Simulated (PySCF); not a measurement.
# SiH4S (Si(SH)H3) at r2SCAN/STO-6G

What is the energy change on altering one bond length of SiH4S (Si(SH)H3) at r2SCAN/STO-6G? The job is set up through a Python script.

Program for the calculation: PySCF 2.14.0.

6 further runs of the same task are left out: 6 set aside as unsound or not needed.

### Step 1. The molecule

SiH4S has 6 atoms, charge 0, and is taken as a singlet. As SMILES, `[H][Si]([H])([H])S`. The coordinates come from a GFN2-xTB relaxation.

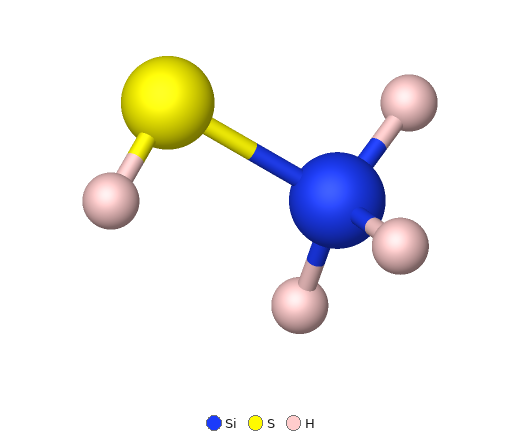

Viewed from a chosen angle; silicon blue, sulfur yellow, hydrogen pink.

### Step 2. The energy at r2SCAN/STO-6G

run.py

```python
# Si(SH)H3
from pyscf import gto, dft

mol = gto.M(
    atom=[
    ('Si', (0.201210, -0.014540, -0.544580)),
    ('S', (0.253720, 0.019820, 1.601470)),
    ('H', (-1.056810, 0.059910, 1.795240)),
    ('H', (1.606010, -0.020690, -0.909950)),
    ('H', (-0.503230, 1.180600, -0.990160)),
    ('H', (-0.500900, -1.225100, -0.952020)),
],
    max_memory=1860,
    basis='sto-6g',
    verbose=4,
    charge=0,
)

mf = dft.RKS(mol)
mf.xc = 'r2scan'
mf.conv_tol = 1e-10
mf.grids.level = 5
mf.kernel()
if not mf.converged:
    mf = mf.newton().run(mf.mo_coeff, mf.mo_occ)

etot = mf.e_tot
print('E(%s) = %.9f' % ('R2SCAN', etot))
```

Launch:

```
$ OMP_NUM_THREADS=1 python run.py
```

What it wrote:

```text
PySCF version 2.14.0

[INPUT] num. atoms = 6
[INPUT] num. electrons = 34
[INPUT] charge = 0
[INPUT] spin (= nelec alpha-beta = 2S) = 0
[INPUT] symmetry False subgroup None
[INPUT] Mole.unit = angstrom
[INPUT] Symbol           X                Y                Z      unit          X                Y                Z       unit  Magmom
[INPUT]  1 Si     0.201210000000  -0.014540000000  -0.544580000000 AA    0.380231793524  -0.027476617851  -1.029107052916 Bohr   0.0
[INPUT]  2 S      0.253720000000   0.019820000000   1.601470000000 AA    0.479461312325   0.037454371789   3.026339696707 Bohr   0.0
[INPUT]  3 H     -1.056810000000   0.059910000000   1.795240000000 AA   -1.997081465702   0.113213492123   3.392511927864 Bohr   0.0
[INPUT]  4 H      1.606010000000  -0.020690000000  -0.909950000000 AA    3.034919053313  -0.039098433517  -1.719556287048 Bohr   0.0
[INPUT]  5 H     -0.503230000000   1.180600000000  -0.990160000000 AA   -0.950966877665   2.231010662662  -1.871131219499 Bohr   0.0
[INPUT]  6 H     -0.500900000000  -1.225100000000  -0.952020000000 AA   -0.946563815795  -2.315103475205  -1.799057065108 Bohr   0.0

nuclear repulsion = 89.5275041447322
number of shells = 14
number of NR pGTOs = 132
number of NR cGTOs = 22
basis = sto-6g
ecp = {}

******** <class 'pyscf.dft.rks.RKS'> ********
method = RKS
initial guess = minao
damping factor = 0
level_shift factor = 0
DIIS = <class 'pyscf.scf.diis.CDIIS'>
diis_start_cycle = 1
diis_space = 8
diis_damp = 0
SCF conv_tol = 1e-10
SCF conv_tol_grad = None
SCF max_cycles = 50
direct_scf = True
direct_scf_tol = 1e-13
XC library pyscf.dft.libxc version 7.0.0
    S. Lehtola, C. Steigemann, M. J.T. Oliveira, and M. A.L. Marques.,  SoftwareX 7, 1–5 (2018)
XC functionals = r2scan
    J. W. Furness, A. D. Kaplan, J. Ning, J. P. Perdew, and J. Sun.,  J. Phys. Chem. Lett. 11, 8208-8215 (2020)
    J. W. Furness, A. D. Kaplan, J. Ning, J. P. Perdew, and J. Sun.,  J. Phys. Chem. Lett. 11, 9248-9248 (2020)
    J. W. Furness, A. D. Kaplan, J. Ning, J. P. Perdew, and J. Sun.,  J. Phys. Chem. Lett. 11, 8208-8215 (2020)
    J. W. Furness, A. D. Kaplan, J. Ning, J. P. Perdew, and J. Sun.,  J. Phys. Chem. Lett. 11, 9248-9248 (2020)
radial grids:
    Treutler-Ahlrichs [JCP 102, 346 (1995); DOI:10.1063/1.469408] (M4) radial grids

becke partition: Becke, JCP 88, 2547 (1988); DOI:10.1063/1.454033
pruning grids: <function nwchem_prune>
grids dens level: 5
symmetrized grids: False
atomic radii adjust function: <function treutler_atomic_radii_adjust>
small_rho_cutoff = 0
Set gradient conv threshold to 1e-05
Initial guess from minao.
tot grids = 180760
init E= -687.294858954144
  HOMO = -0.256506405915658  LUMO = 0.102503031699808  gap/eV = 9.76914
cycle= 1 E= -687.574956156218  delta_E= -0.28  |g|= 0.28  |ddm|= 2.63
  HOMO = -0.0260831010057017  LUMO = 0.206744124277366  gap/eV = 6.33555
cycle= 2 E= -687.570245319172  delta_E= 0.00471  |g|= 0.303  |ddm|= 1.19
  HOMO = -0.0843675868161542  LUMO = 0.202512092638534  gap/eV = 7.80639
cycle= 3 E= -687.610896206479  delta_E= -0.0407  |g|= 0.00888  |ddm|= 0.635
  HOMO = -0.0823391596287972  LUMO = 0.2017623168146  gap/eV = 7.73079
cycle= 4 E= -687.610947779249  delta_E= -5.16e-05  |g|= 0.00204  |ddm|= 0.0338
  HOMO = -0.0825337785221989  LUMO = 0.201845227262851  gap/eV = 7.73835
cycle= 5 E= -687.610950274107  delta_E= -2.49e-06  |g|= 0.000379  |ddm|= 0.00607
  HOMO = -0.082647801220272  LUMO = 0.201738028561381  gap/eV = 7.73853
cycle= 6 E= -687.610950339841  delta_E= -6.57e-08  |g|= 3.42e-05  |ddm|= 0.00082
  HOMO = -0.0826480889083016  LUMO = 0.201741009333172  gap/eV = 7.73862
cycle= 7 E= -687.610950340362  delta_E= -5.21e-10  |g|= 1.33e-06  |ddm|= 6.51e-05
  HOMO = -0.0826480702281901  LUMO = 0.201741121480786  gap/eV = 7.73862
cycle= 8 E= -687.610950340364  delta_E= -1.71e-12  |g|= 1.47e-07  |ddm|= 4.3e-06
  HOMO = -0.0826480657196081  LUMO = 0.201741102505228  gap/eV = 7.73862
Extra cycle  E= -687.610950340363  delta_E= 2.27e-13  |g|= 9.74e-08  |ddm|= 6.02e-07
converged SCF energy = -687.610950340363
E(R2SCAN) = -687.610950340
```

Run time: 5.4 s. Hardware: 1 thread of Intel Xeon 6975P-C (Granite Rapids), shared host; peak memory 0.21 GiB.

### Step 3. The distorted shape at the same level

mol.xyz

```xyz
6

Si    -0.922640    -0.009620    -0.252281
S     -0.870130     0.024740     1.893769
H     -2.180660     0.064830     2.087539
H      1.606010    -0.020690    -0.909950
H     -1.627080     1.185520    -0.697861
H     -1.624750    -1.220180    -0.659721
```

run.py

```python
from pyscf import gto, dft

system = gto.M(
    atom='mol.xyz',
    verbose=3,
    basis='sto-6g',
    max_memory=1860,
)

mf = dft.RKS(system)
mf.xc = 'r2scan'
mf.grids.level = 5
mf.conv_tol = 1e-10
mf.kernel()
if not mf.converged:
    mf = mf.newton().run(mf.mo_coeff, mf.mo_occ)

e_tot = mf.e_tot
print('Final energy', e_tot)
```

Launch:

```
$ OMP_NUM_THREADS=1 python run.py
```

What it wrote:

```text
converged SCF energy = -687.427563696043
Final energy -687.4275636960432
```

Wall time 6.9 s (1 thread of Intel Xeon 6975P-C (Granite Rapids), shared host); peak memory 0.21 GiB.

### Step 4. Outcome

Level: r2SCAN/STO-6G.

| quantity | value |
| --- | --- |
| first shape: total energy | -687.61095 Eh |
| first shape: dipole moment | 1.30 D |
| first shape: HOMO energy | -2.25 eV |
| first shape: LUMO energy | 5.49 eV |
| first shape: HOMO–LUMO gap | 7.74 eV |
| distorted shape: total energy | -687.42756 Eh |
| distorted shape: dipole moment | 1.76 D |
| distorted shape: HOMO energy | -2.48 eV |
| distorted shape: LUMO energy | -0.63 eV |
| distorted shape: HOMO–LUMO gap | 1.85 eV |
| energy change with the Si1–H4 bond stretched from 1.452 to 2.613 Å | 4.990 eV |

In words: One bond (distorted shape) is far stretched, which a spin-restricted single reference describes badly; a broken-symmetry solution may lie lower. With the Si1–H4 bond stretched from 1.452 to 2.613 Å the energy rises by 4.99 eV (481 kJ/mol). The first shape isn't relaxed at this level, so the change isn't measured from a minimum. A restricted reference can't describe the breaking bond well at this length. The minimal basis adds a large error of its own.
